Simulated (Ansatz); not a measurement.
Starting cell, Pb (fcc, Cu type):

```xyz
2
Lattice="0.0000 5.0341 5.0341 2.5171 0.0000 2.5171 2.5171 2.5171 0.0000" Properties=species:S:1:pos:R:3 pbc="T T T"
Pb     0.0000     0.0000     0.0000
Pb     2.5171     5.0341     2.5171
```

The atoms are displaced by Q × the pattern below (from a DFPT mode at L = (0.5, 0.0, 0.0), largest move 1; Q in Å), at fixed cell. It is one choice among 2 degenerate patterns. (q is in reciprocal vectors of the primitive cell; the cell shown is doubled to hold the pattern.)

```tsv
atom	x	y	z
Pb1	0.285	-0.520	0.805
Pb2	-0.285	0.520	-0.805
```

Computed with PBE (plane waves to 420 eV, PAW, scalar-relativistic; Ansatz, an electronic-structure program). k mesh 8×16×16 (Γ-centred), Fermi-Dirac smearing 0.05 eV. Energies are smeared free energies. With partly filled bands, energies and forces of such displacements shift with the k mesh and the smearing. Pb was relaxed with its symmetry unable to fall. Spin-orbit coupling is left out, though Pb is heavy. The PAW data are Ansatz's earlier set. The relaxed volume of Pb is well above the measured one; the method has no dispersion term. ΔE is measured from the undisplaced structure.

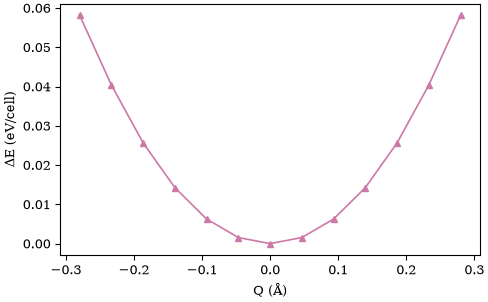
Fig. 1. ΔE (eV/cell) against Q (Å); one marker a computed point.

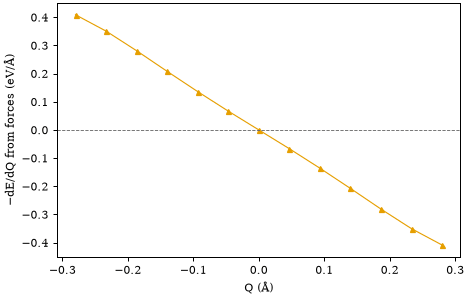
Figure: −dE/dQ from forces (eV/Å) against Q (Å); markers are the computed points, lines only join them.

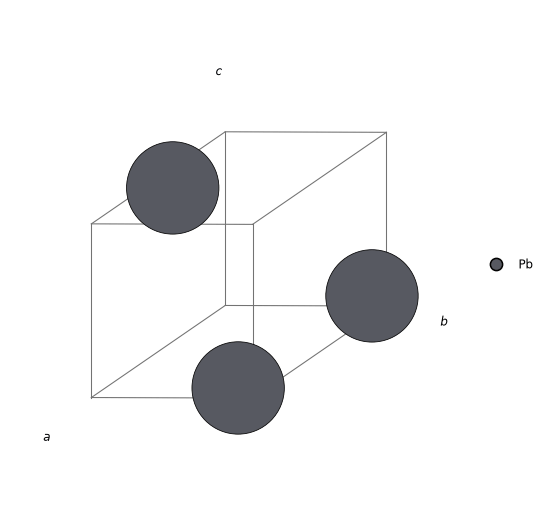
Fig. 1. The cell of the calculation at Q = -0.280 Å.

The energy at Q = 0.280 Å is 58.2 meV/cell. Shape of the curve: a single well with its minimum at or next to zero displacement. Harmonic wavenumber from the curvature (finite differences): 31 cm⁻¹. Symmetry of the curve: even: the same for both signs. Space group of the distorted cell: P-1 (No. 2), lowered from Fm-3m.

E″ = 1.42 eV/Å², M = Σ mᵢ|uᵢ|² = 414.4 u, ν̃ = 521.5·√(|E″|/M).

(A displaced cell: forces are minus the slopes of the energy, force constants its curvatures, and phonons follow from these.)
